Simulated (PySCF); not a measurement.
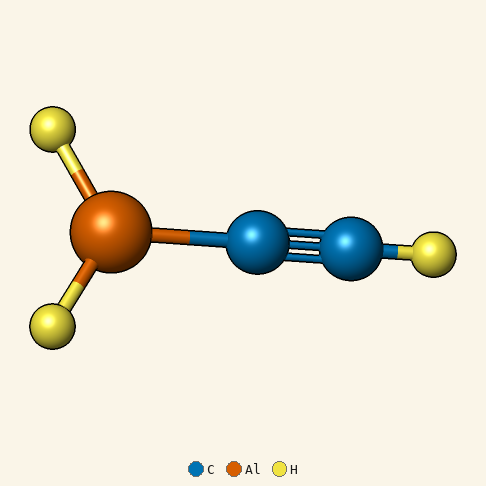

(Drawn from a calculation with PySCF.)

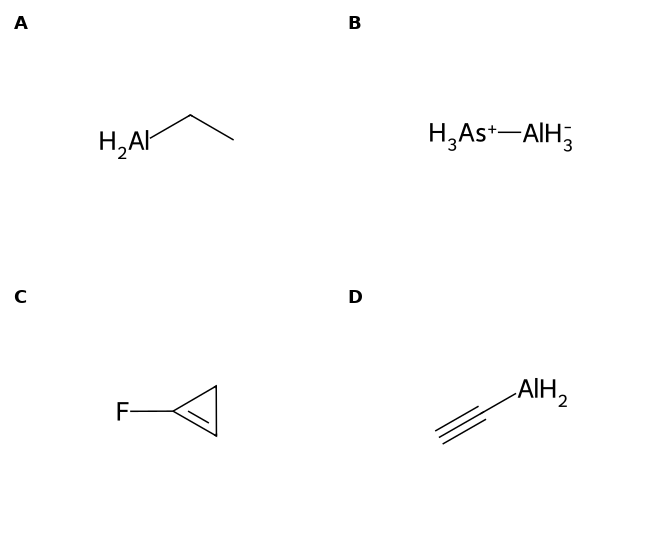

Which structural formula matches the 3D model?

D, `C#[C][AlH2]`.
